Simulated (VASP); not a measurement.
Band structure of BaTiO3 (space group R3m). Computed with r2SCAN meta-GGA, VASP's PBE PAW potentials (set 64) (plane waves; VASP).

Unless said otherwise, spin-orbit coupling is left out, though it shifts the bands of the heavy elements here.

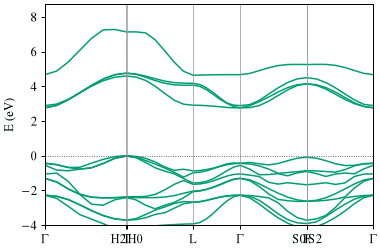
Figure: Bands along high-symmetry lines, zero at the valence-band maximum or, without a gap, the Fermi level

Problem. Read the plot: is there a gap, and where are the band edges?

Solution. The gap is indirect, 2.75 eV, from the valence maximum at T to the conduction minimum at Γ.

The structure comes from a computed database's BaTiO3 entry (R3m); how it stands against other phases isn't given here. It was relaxed first.
